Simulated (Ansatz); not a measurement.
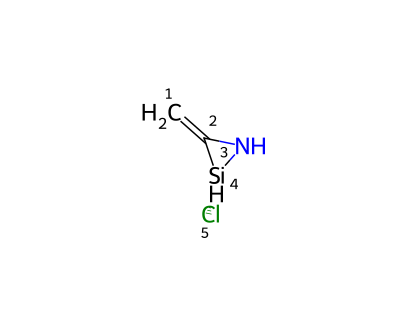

A structural formula, with wedges where it has stereocentres; small numbers name the atoms. The configuration is that of a computed structure (PBE0-D4/def2-TZVP).

What are the Cahn–Ingold–Prelog descriptors?

Answer. Si4: R.
